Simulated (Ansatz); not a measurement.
## The perfect GaSb wire along [110], 8 atoms a period, H-terminated

Aim: is the GaSb wire along [110], 8 atoms a period, H-terminated a metal or a semiconductor?

Main program and level: Ansatz 0.2.0; DFT PBE, plane waves, PAW; relaxation of a wire's period; PAW set soft_1, in the first sound run; inputs show where later runs differ.

## (1) Starting point

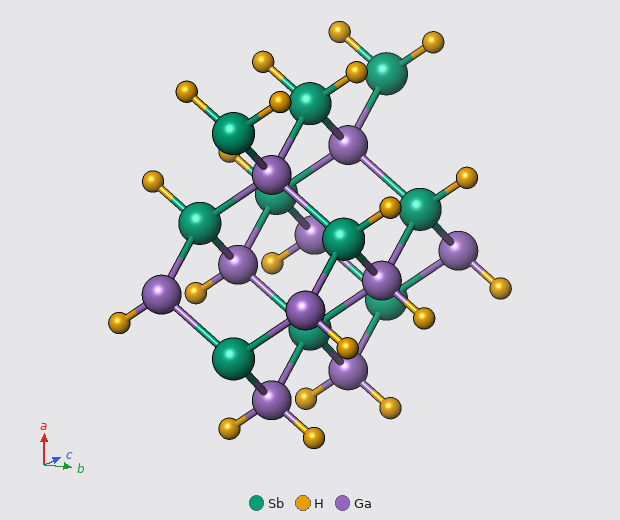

The cell as given, at a slant to the c axis (antimony teal, hydrogen orange, gallium purple). 1×1×2 cells are drawn. Some periodic images of atoms are drawn too.

The cell holds 16 atoms: 4 Sb, 8 H and 4 Ga. Cell: a = 16.485 Å, b = 14.049 Å, c = 4.391 Å, α = 90.0°, β = 90.0°, γ = 90.0°. Vacuum lies along a and b. The structure's axis is c.

## (2) Relaxing the period

Band widths follow the bond lengths, so the wire is relaxed first. The atoms and the third cell vector are free; the box across stays fixed as vacuum. A Fermi-Dirac smearing is set since the result may be a metal. The pressure printed is a third of the stress's trace over the whole box, vacuum included; only the stress along the axis is relaxed.

Input file input.yaml:

```yaml
crystal:
  lattice:
    - [16.485, 0.0, 0.0]
    - [0.0, 14.049, 0.0]
    - [0.0, 0.0, 4.3911331112]
  atoms:
    - { symbol: Sb, position: [0.355760596, 0.499995414, 0.0] }
    - { symbol: H, position: [0.394601153, 0.748100699, 0.0] }
    - { symbol: Ga, position: [0.44993712, 0.656274619, 0.0] }
    - { symbol: Ga, position: [0.44993712, 0.343716209, 0.0] }
    - { symbol: Sb, position: [0.732466692, 0.499995414, 0.0] }
    - { symbol: H, position: [0.79375653, 0.601701515, 0.0] }
    - { symbol: H, position: [0.79375653, 0.398289313, 0.0] }
    - { symbol: H, position: [0.206248104, 0.591821494, 0.5] }
    - { symbol: H, position: [0.206248104, 0.408169334, 0.5] }
    - { symbol: Ga, position: [0.261584072, 0.499995414, 0.5] }
    - { symbol: Sb, position: [0.544113644, 0.656274619, 0.5] }
    - { symbol: Sb, position: [0.544113644, 0.343716209, 0.5] }
    - { symbol: H, position: [0.605403482, 0.757980721, 0.5] }
    - { symbol: H, position: [0.605403482, 0.242010107, 0.5] }
    - { symbol: Ga, position: [0.638290168, 0.499995414, 0.5] }
    - { symbol: H, position: [0.394601153, 0.251890129, 0.0] }
kpoints:
  mp_grid: { grid: [1, 1, 19] }
scf:
  occupations: { method: fermi_dirac, width: 0.05 }
hamiltonian:
  xc: pbe
  pseudopotentials: { kind: paw, azcp: { folder: soft_1 } }
relax:
  cell: { fix: [a, b, alpha, beta, gamma] }
  max_steps: 45
  f_tol: 0.03
```

The run is started by

```bash
> ansatz run input.yaml --threads 4 --pin off --max-ram 16384MiB --backend cpu --events-out ev --progress --plain --runs-dir out
```

Numbers of over 12 decimals in the logs are rounded to 6 here.

The program printed:

```text
Engine: ansatz 0.2.0, aarch64-unknown-linux-gnu
Pseudopotentials: kind: paw
Pseudopotential: Sb, paw, valence charge 15, recommended cutoff 420 eV (normal), soft_1/Sb.paw.azcp
Pseudopotential: H, paw, valence charge 1, recommended cutoff 420 eV (normal), soft_1/H.paw.azcp
Pseudopotential: Ga, paw, valence charge 13, recommended cutoff 420 eV (normal), soft_1/Ga.paw.azcp
Functional definition: PBE
  parameter kappa = 0.804
  parameter beta = 0.066725
  exchange = pbe_x(kappa = kappa, mu = beta*pi^2/3)
  correlation = pbe_c(beta = beta)
Crystal: 16 atoms, lattice volume = 1016.977 Å³
Basis set: ecut = 420 eV, 19927 PW (Γ), exchange–correlation on 240×192×60 points (8 copies of the dense FFT grid, shifted against one another)
Bands: 76, of which v1, the nominal top of the filled ones, is band 60 counted from 1 (59 counted from 0)
Symmetry: 4 space group operations
Space group: Pmm2 (ITA 25), of the structure as read, at distance tolerance 1.0e-4 Å
k-points: 10 of 19
Non-local potential: Sb, projectors of the file, l = 0: 2, l = 1: 2, l = 2: 2, l = 3: 1
Non-local potential: H, projectors of the file, l = 0: 2, l = 1: 1
Non-local potential: Ga, projectors of the file, l = 0: 2, l = 1: 2, l = 2: 3, l = 3: 1
PAW form: soft (Blöchl's): semilocal exchange-correlation on the pseudo side does not see the compensation charge
PAW one-centre angular grid: Sb, 590 points (default); XC on 64 Gauss nodes
PAW one-centre angular grid: H, 110 points (default); XC on 64 Gauss nodes
PAW one-centre angular grid: Ga, 590 points (default); XC on 64 Gauss nodes
Initial density: superposition of atomic densities (neutral atoms: chi_scale 0, normalization atom)
Initial wavefunctions: pseudopotential atomic-orbital guess
Functional: x = pbe(κ = 0.804, μ = 0.219515), c = pbe(β = 0.066725)
SCF iter   1: F=—  HF=-41197.550774 eV  |F-HF|=—  |Δ(HF+E_count)|=         —  Δρ=2.83e-2  dr2=9.67e0  ethr=3.10e-3  ⟨swp⟩=8.1  Hψ=3562  notcnv=0  defer=3
preconditioner: auto → Resta (q_TF=auto, 1.911 Å⁻¹)  ε∞=1.6  [insulator: Δε(μ)=1.795 eV  Ē_g=13.200 eV  σ=0.050 eV  W_gap=1.00  n_scr=128 (ndim 8)  ℏωp=10.4 eV  f_vac=0.618  D(μ)=0.00/eV (n_scr^D=0)  ε∞_Penn≈1.6  vacuum switching on, ρ_ref=1.3e-2 e/Å³]
SCF iter   2: F=—  HF=-41195.202325 eV  |F-HF|=—  |Δ(HF+E_count)|=    2.35e0  Δρ=1.15e-2  dr2=2.07e0  ethr=3.10e-3  ⟨swp⟩=3.8  Hψ=1207  notcnv=0  defer=80
SCF iter   3: F=—  HF=-41194.895293 eV  |F-HF|=—  |Δ(HF+E_count)|=   3.07e-1  Δρ=5.70e-3  dr2=6.79e-1  ethr=1.72e-3  ⟨swp⟩=3.8  Hψ=1189  notcnv=0  defer=66
SCF iter   4: F=—  HF=-41194.764043 eV  |F-HF|=—  |Δ(HF+E_count)|=   1.31e-1  Δρ=1.29e-3  dr2=2.12e-2  ethr=5.66e-4  ⟨swp⟩=3.0  Hψ=1113  notcnv=0  defer=91
SCF iter   5: F=—  HF=-41194.766283 eV  |F-HF|=—  |Δ(HF+E_count)|=   2.24e-3  Δρ=6.82e-4  dr2=4.25e-3  ethr=1.77e-5  ⟨swp⟩=2.0  Hψ=1088  notcnv=0  defer=91
SCF iter   6: F=—  HF=-41194.766433 eV  |F-HF|=—  |Δ(HF+E_count)|=   1.50e-4  Δρ=2.36e-4  dr2=5.69e-4  ethr=3.54e-6  ⟨swp⟩=2.0  Hψ=1019  notcnv=0  defer=91
SCF iter   7: F=—  HF=-41194.766656 eV  |F-HF|=—  |Δ(HF+E_count)|=   2.24e-4  Δρ=7.71e-5  dr2=1.19e-4  ethr=4.74e-7  ⟨swp⟩=2.0  Hψ=1056  notcnv=0  defer=91
SCF iter   8: F=—  HF=-41194.766653 eV  |F-HF|=—  |Δ(HF+E_count)|=   3.02e-6  Δρ=2.01e-5  dr2=6.80e-6  ethr=9.94e-8  ⟨swp⟩=2.0  Hψ=1070  notcnv=0  defer=91
SCF iter   9: F=—  HF=-41194.766613 eV  |F-HF|=—  |Δ(HF+E_count)|=   3.97e-5  Δρ=9.37e-6  dr2=9.16e-7  ethr=5.67e-9  ⟨swp⟩=2.0  Hψ=1010  notcnv=0  defer=91
SCF iter  10: F=—  HF=-41194.766615 eV  |F-HF|=—  |Δ(HF+E_count)|=   1.51e-6  Δρ=4.11e-6  dr2=3.09e-7  ethr=7.63e-10  ⟨swp⟩=2.0  Hψ=1070  notcnv=0  defer=91
SCF iter  11: F=-41194.766615 eV  HF=-41194.766615 eV  |F-HF|=9.60e-10  |Δ(HF+E_count)|=   4.06e-8  Δρ=1.03e-6  dr2=2.07e-8  ethr=8.33e-11  ⟨swp⟩=3.0  Hψ=2981  notcnv=0
SCF 1 converged in 11 iterations: F = -41194.766615 eV  dr2 = 2.07e-8
  greatest PAW one-centre occupation: 0.995 electrons in one spin orbital (limit 2), on the Sb atom at site 4 (counted from 0), in its partial waves of l = 2
relax step   1: F+E_penalty+E_count = -41194.76661490 eV  Δ(F+E_penalty+E_count) = +0.000e0 eV  max|allowed force component| = 6.206e-1 eV/Å  Δτ_max = 0.0000 Å  P = -0.280 GPa  Ω = 1016.977 Å³  fix = [a, b, alpha, beta, gamma]  reactions: a -0.401, b -0.711 GPa  (11 SCF iters, dr2 threshold 1.00e-7 eV, accepted)
Crystal: 16 atoms, lattice volume = 1021.611 Å³
Basis set: ecut = 420 eV, 20027 PW (Γ), exchange–correlation on 240×192×60 points (8 copies of the dense FFT grid, shifted against one another)
Initial density: handed on by an earlier stage of this run
Initial wavefunctions: those handed on with the density
iter 1 solved again at ethr=2.20e-4 eV; its pass at ethr=3.10e-3 eV (dr2=2.64e-1 eV) is discarded
SCF iter   1: F=—  HF=-41195.073204 eV  |F-HF|=—  |Δ(HF+E_count)|=         —  Δρ=5.87e-3  dr2=2.72e-1  ethr=2.20e-4  ⟨swp⟩=3.6  Hψ=3468  notcnv=0
preconditioner: auto → Resta (q_TF=auto, 1.909 Å⁻¹)  ε∞=1.6  [insulator: Δε(μ)=0.633 eV  Ē_g=13.060 eV  σ=0.050 eV  W_gap=1.00  n_scr=128 (ndim 8)  ℏωp=10.4 eV  f_vac=0.665  D(μ)=0.01/eV (n_scr^D=0)  ε∞_Penn≈1.6  vacuum switching on, ρ_ref=1.2e-2 e/Å³]
SCF iter   2: F=—  HF=-41195.025694 eV  |F-HF|=—  |Δ(HF+E_count)|=   4.75e-2  Δρ=2.91e-3  dr2=5.54e-2  ethr=2.20e-4  ⟨swp⟩=4.9  Hψ=1322  notcnv=0
SCF iter   3: F=—  HF=-41195.023791 eV  |F-HF|=—  |Δ(HF+E_count)|=   1.90e-3  Δρ=1.12e-3  dr2=1.81e-2  ethr=4.62e-5  ⟨swp⟩=3.2  Hψ=1148  notcnv=0  defer=78
SCF iter   4: F=—  HF=-41195.021832 eV  |F-HF|=—  |Δ(HF+E_count)|=   1.96e-3  Δρ=2.61e-4  dr2=9.96e-4  ethr=1.50e-5  ⟨swp⟩=2.2  Hψ=888  notcnv=0  defer=78
SCF iter   5: F=—  HF=-41195.021778 eV  |F-HF|=—  |Δ(HF+E_count)|=   5.36e-5  Δρ=7.39e-5  dr2=5.76e-5  ethr=8.30e-7  ⟨swp⟩=2.0  Hψ=1160  notcnv=0  defer=78
SCF iter   6: F=—  HF=-41195.021794 eV  |F-HF|=—  |Δ(HF+E_count)|=   1.58e-5  Δρ=3.00e-5  dr2=1.02e-5  ethr=4.80e-8  ⟨swp⟩=2.0  Hψ=1082  notcnv=0  defer=78
SCF iter   7: F=-41195.021795 eV  HF=-41195.021795 eV  |F-HF|=6.26e-7  |Δ(HF+E_count)|=   1.21e-6  Δρ=9.17e-6  dr2=1.39e-6  ethr=1.33e-9  ⟨swp⟩=3.9  Hψ=3092  notcnv=0
SCF 2 converged in 7 iterations: F = -41195.021795 eV  dr2 = 1.39e-6
relax step   2: F+E_penalty+E_count = -41195.02179453 eV  Δ(F+E_penalty+E_count) = -2.552e-1 eV  max|allowed force component| = 6.646e-1 eV/Å  Δτ_max = 0.1949 Å  P = +0.017 GPa  Ω = 1021.611 Å³  energy of the carried Pulay correction = -4.959e-4 eV  fix = [a, b, alpha, beta, gamma]  reactions: a -0.138, b +0.052 GPa  (7 SCF iters, dr2 threshold 1.60e-6 eV, accepted)
Crystal: 16 atoms, lattice volume = 1029.423 Å³
[...]
SCF iter   3: F=—  HF=-41195.078492 eV  |F-HF|=—  |Δ(HF+E_count)|=   8.43e-5  Δρ=3.25e-4  dr2=2.55e-3  ethr=6.88e-6  ⟨swp⟩=2.0  Hψ=990  notcnv=0
SCF iter   4: F=—  HF=-41195.078045 eV  |F-HF|=—  |Δ(HF+E_count)|=   4.48e-4  Δρ=8.92e-5  dr2=1.27e-4  ethr=2.13e-6  ⟨swp⟩=2.0  Hψ=1088  notcnv=0
SCF iter   5: F=—  HF=-41195.077993 eV  |F-HF|=—  |Δ(HF+E_count)|=   5.18e-5  Δρ=2.56e-5  dr2=7.61e-6  ethr=1.06e-7  ⟨swp⟩=2.0  Hψ=1160  notcnv=0
SCF iter   6: F=-41195.077994 eV  HF=-41195.077994 eV  |F-HF|=4.41e-7  |Δ(HF+E_count)|=   1.17e-6  Δρ=9.16e-6  dr2=1.07e-6  ethr=1.33e-9  ⟨swp⟩=5.0  Hψ=2969  notcnv=0
SCF 3 converged in 6 iterations: F = -41195.077994 eV  dr2 = 1.07e-6
relax step   3: F+E_penalty+E_count = -41195.07799363 eV  Δ(F+E_penalty+E_count) = -5.620e-2 eV  max|allowed force component| = 2.298e-1 eV/Å  Δτ_max = 0.0920 Å  P = +0.033 GPa  Ω = 1029.423 Å³  energy of the carried Pulay correction = -1.327e-3 eV  fix = [a, b, alpha, beta, gamma]  reactions: a +0.002, b -0.033 GPa  (6 SCF iters, dr2 threshold 1.60e-6 eV, accepted)
[...]
relax step   4: F+E_penalty+E_count = -41195.08603287 eV  Δ(F+E_penalty+E_count) = -8.039e-3 eV  max|allowed force component| = 3.603e-2 eV/Å  Δτ_max = 0.0461 Å  P = +0.009 GPa  Ω = 1033.428 Å³  energy of the carried Pulay correction = -1.750e-3 eV  fix = [a, b, alpha, beta, gamma]  reactions: a -0.011, b -0.009 GPa  (6 SCF iters, dr2 threshold 1.60e-6 eV, accepted)
[...]
relax step   5: F+E_penalty+E_count = -41195.08586418 eV  Δ(F+E_penalty+E_count) = +1.687e-4 eV  max|allowed force component| = 2.809e-2 eV/Å  Δτ_max = 0.0351 Å  P = -0.005 GPa  Ω = 1036.119 Å³  energy of the carried Pulay correction = -2.034e-3 eV  fix = [a, b, alpha, beta, gamma]  reactions: a -0.032, b +0.020 GPa  (7 SCF iters, dr2 threshold 8.11e-8 eV, accepted)
Initial wavefunctions: pseudopotential atomic-orbital guess (no wavefunctions were taken with the density)
iter 1 solved again at ethr=1.16e-6 eV; its pass at ethr=3.10e-3 eV (dr2=1.39e-3 eV) is discarded
SCF iter   1: F=—  HF=-41195.074620 eV  |F-HF|=—  |Δ(HF+E_count)|=         —  Δρ=1.28e-4  dr2=4.37e-6  ethr=1.16e-6  ⟨swp⟩=3.7  Hψ=5651  notcnv=0
eigensolver tolerance schedule: the retry pair's looser diagonalisation over-reported the residual by 316.71 of it (diagonalisation noise at 0.13 of the residual, at the tolerance the schedule requests for it); recorded, not acted on — ethr = c·dr2/N_el stays at c = 1.0e-1
preconditioner: auto → Resta (q_TF=auto, 1.905 Å⁻¹)  ε∞=1.6  [insulator: Δε(μ)=0.942 eV  Ē_g=13.097 eV  σ=0.050 eV  W_gap=1.00  n_scr=126 (ndim 8)  ℏωp=10.3 eV  f_vac=0.667  D(μ)=0.00/eV (n_scr^D=0)  ε∞_Penn≈1.6  vacuum switching on, ρ_ref=1.2e-2 e/Å³]
SCF iter   2: F=—  HF=-41195.083472 eV  |F-HF|=—  |Δ(HF+E_count)|=   8.85e-3  Δρ=6.47e-5  dr2=1.48e-6  ethr=3.64e-9  ⟨swp⟩=3.0  Hψ=1639  notcnv=0
SCF iter   3: F=—  HF=-41195.087744 eV  |F-HF|=—  |Δ(HF+E_count)|=   4.27e-3  Δρ=1.25e-5  dr2=4.32e-7  ethr=1.23e-9  ⟨swp⟩=3.1  Hψ=1430  notcnv=0
SCF iter   4: F=—  HF=-41195.088020 eV  |F-HF|=—  |Δ(HF+E_count)|=   2.75e-4  Δρ=1.71e-6  dr2=2.82e-8  ethr=3.60e-10  ⟨swp⟩=2.4  Hψ=1183  notcnv=0
SCF iter   5: F=—  HF=-41195.088024 eV  |F-HF|=—  |Δ(HF+E_count)|=   3.93e-6  Δρ=7.87e-7  dr2=5.87e-9  ethr=2.35e-11  ⟨swp⟩=2.0  Hψ=961  notcnv=0
SCF iter   6: F=—  HF=-41195.088026 eV  |F-HF|=—  |Δ(HF+E_count)|=   2.44e-6  Δρ=2.84e-7  dr2=2.96e-9  ethr=4.89e-12  ⟨swp⟩=2.3  Hψ=1034  notcnv=0
SCF iter   7: F=-41195.088026 eV  HF=-41195.088026 eV  |F-HF|=2.93e-9  |Δ(HF+E_count)|=   2.11e-7  Δρ=7.10e-8  dr2=7.50e-11  ethr=1.00e-12  ⟨swp⟩=4.0  Hψ=3197  notcnv=0
SCF 6 converged in 7 iterations: F = -41195.088026 eV  dr2 = 7.50e-11
relax step   6: F+E_penalty+E_count = -41195.08802647 eV  Δ(F+E_penalty+E_count) = -2.162e-3 eV  max|allowed force component| = 2.813e-2 eV/Å  Δτ_max = 0.0000 Å  P = -0.004 GPa  Ω = 1036.119 Å³  fix = [a, b, alpha, beta, gamma]  reactions: a -0.032, b +0.020 GPa  stress off target by 9.05e-4 GPa on what of the cell is left free  SCF on the basis re-selected at this cell (its energy is not comparable with the rows above)  (7 SCF iters)
basis re-selected at this cell: Δ(F+E_penalty+E_count) = -2.162e-3 eV, ΔP = +0.001 GPa vs the last step (what re-selecting the basis moved, of the pressure what is left beyond the Pulay correction that the steps carried, after the strain that the cell walked since its last selection, with what the two solves' SCF thresholds leave and, on support functions, any second-order correction that the steps lacked; it is no m [...]
SCF converged after 7 iterations
Free energy (F): -41195.088026 eV
Harris-Foulkes:  -41195.088026 eV  (|F-HF|=2.93e-9)
Internal energy: -41195.088015 eV  (E = F + TS)
E sigma→0 (E₀):  -41195.088021 eV
Entropy (-TS):   -0.000011 eV (-0.001 meV/atom)
Fermi energy:    -1.480921 eV
--- Per-component energies (eV) ---
  E_band       = -2134.469712
  E_kinetic    = 1197.961505
  E_local      = -48612.458629  (includes V_loc(G=0)·N_el)
  E_nonlocal   = 1195.951163
  E_hartree    = 23912.679358
  E_xc         = -710.418917
  E_vxc        = -666.407802  (∫ρ·V_xc dr)
  E_paw        = -26152.724059  (= ΣΔE_a)
  E_vpaw       = -3074.867075  (= ΣTr[D̂ρ^β])
  E_aug_tail   = -0.007585  (compensation charges beyond the density's cutoff)
  E_ewald      = 7973.929148
  E_smearing   = -0.000011  (= −TS)
  E_closure    = -0.000000  (closes the sum)
  Σ components = -41195.088026   (vs F -41195.088026, Δ=0.00e0)
--- Forces (eV/Å), atoms counted from 1 ---
  atom   1  Sb    -0.00705307    -0.00000000    -0.00000000
  atom   2  H     -0.00299425    -0.00462780     0.00000000
  atom   3  Ga     0.01318314    -0.01001621     0.00000000
  atom   4  Ga     0.01318314     0.01001621    -0.00000000
  atom   5  Sb    -0.00983466    -0.00000000    -0.00000000
  atom   6  H      0.00164315     0.00192590    -0.00000000
  atom   7  H      0.00164315    -0.00192590     0.00000000
  atom   8  H      0.00044620     0.00018015    -0.00000000
  atom   9  H      0.00044620    -0.00018015     0.00000000
  atom  10  Ga    -0.00847330    -0.00000000    -0.00000000
  atom  11  Sb     0.02713203     0.00812237    -0.00000000
  atom  12  Sb     0.02713203    -0.00812237     0.00000000
  atom  13  H     -0.01266158     0.01900947    -0.00000000
  atom  14  H     -0.01266158    -0.01900947     0.00000000
  atom  15  Ga    -0.02813412    -0.00000000    -0.00000000
  atom  16  H     -0.00299425     0.00462780    -0.00000000
  max |Σ_I F_I| component: 2.25e-6 eV/Å
--- Stress (GPa, compression-positive) ---
       -0.031641      -0.000000      -0.000000
       -0.000000       0.019848      -0.000000
       -0.000000      -0.000000      -0.000905
  P = ⅓ Tr σ = -0.0042 GPa (-0.042 kbar)
--- Relaxed structure (5 steps of the walk, 5 accepted, 1 SCFs on fresh bases) ---
  F+E_penalty+E_count = -41195.08802647 eV   max|allowed force component| = 2.813e-2 eV/Å   (the final SCF, on the basis selected at the relaxed cell)
  cell:  # Å, volume = 1036.1186 Å³
    - [16.485, 0, 0]
    - [0, 14.049, 0]
    - [0, 0, 4.473785]
  atoms:
    - { symbol: Sb, position: [0.354755, 0.499995, 0] }
    - { symbol: H, position: [0.402188, 0.755010, 0] }
    - { symbol: Ga, position: [0.444520, 0.655051, 0.0] }
    - { symbol: Ga, position: [0.444520, 0.344940, 0] }
    - { symbol: Sb, position: [0.724452, 0.499995, 0.0] }
    - { symbol: H, position: [0.793339, 0.591100, 0] }
    - { symbol: H, position: [0.793339, 0.408890, 0.0] }
    - { symbol: H, position: [0.215839, 0.598448, 0.5] }
    - { symbol: H, position: [0.215839, 0.401543, 0.5] }
    - { symbol: Ga, position: [0.260373, 0.499995, 0.5] }
    - { symbol: Sb, position: [0.538202, 0.651290, 0.5] }
    - { symbol: Sb, position: [0.538202, 0.348701, 0.5] }
    - { symbol: H, position: [0.608022, 0.742306, 0.5] }
    - { symbol: H, position: [0.608022, 0.257684, 0.5] }
    - { symbol: Ga, position: [0.632423, 0.499995, 0.5] }
    - { symbol: H, position: [0.402188, 0.244981, 0.0] }
```

Elapsed: 2 min, on 4 threads of Arm Neoverse V1, shared host; peak memory 2 GiB; 7.8 min of CPU time.

Relaxation path:

| step | energy less that of the first step (eV) | largest force component (eV/Å) | pressure (GPa) | volume (Å³) |
| --- | --- | --- | --- | --- |
| 1 | 0.0000 | 0.6206 | -0.28 | 1016.98 |
| 2 | -0.2552 | 0.6646 | 0.02 | 1021.61 |
| 3 | -0.3114 | 0.2298 | 0.03 | 1029.42 |
| 4 | -0.3194 | 0.0360 | 0.01 | 1033.43 |
| 5 | -0.3192 | 0.0281 | -0.01 | 1036.12 |
| 6* | -0.3214 | 0.0281 | 0.00 | 1036.12 |

Relaxation steps marked * repeat the geometry before them on a plane-wave basis chosen anew for their cell, so energy and pressure can jump there.

Forces are held to the 4 operations that the run works with; a distortion that breaks them can't arise in this run.

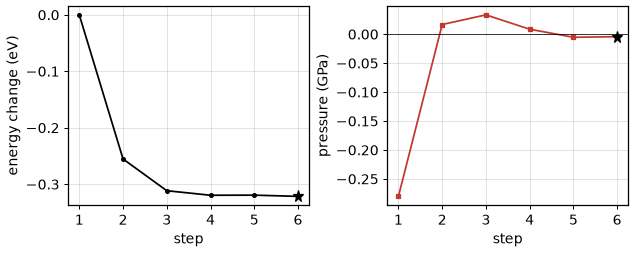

Energy and pressure along the relaxation. Stars mark steps on a basis chosen anew.

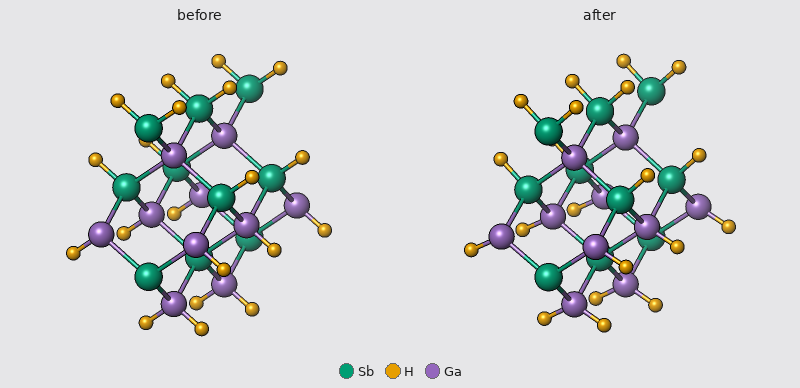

Before and after, at one scale.

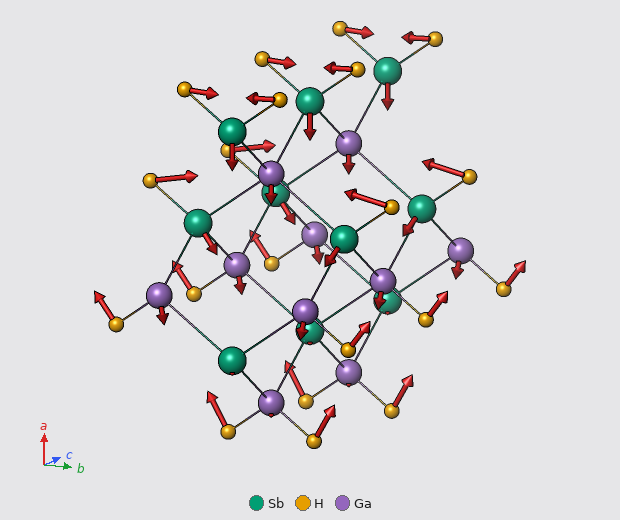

Displacements in the relaxation, exaggerated, measured against the changing cell; the longest in the cell stands for 0.22 Å. 1×1×2 cells are drawn. Some periodic images of atoms are drawn too.

| cell as run | before | after | change |
| --- | --- | --- | --- |
| c (Å) | 4.391 | 4.474 | +1.9 % |

The atoms that moved most (Å, along periodic axes as changes of fractional coordinates times the final cell, across vacuum about the mean position):

| atom | dx | dy | dz | length |
| --- | --- | --- | --- | --- |
| H14 | 0.043 | 0.220 | 0.000 | 0.224 |
| H13 | 0.043 | -0.220 | 0.000 | 0.224 |
| H8 | 0.158 | 0.093 | 0.000 | 0.183 |
| H9 | 0.158 | -0.093 | 0.000 | 0.183 |
| H16 | 0.125 | -0.097 | 0.000 | 0.158 |
| H2 | 0.125 | 0.097 | 0.000 | 0.158 |
| H6 | -0.007 | -0.149 | 0.000 | 0.149 |
| H7 | -0.007 | 0.149 | 0.000 | 0.149 |

This step gave:

```
cell length along the wire : 4.474 Å
```

The cell's length comes to 4.474 Å with spin left out.

(Part 1 of 2 ends here.)

[Logs are printed without paths, hosts, clocks, repeated set-up lines and the standing remarks that a program may print on its own settings, such as how far it seeks lower states.]

[Hosts, paths, dates, database ids (printed as entryN), source tags and the programs' standing remarks are cut or masked in the printed files.]
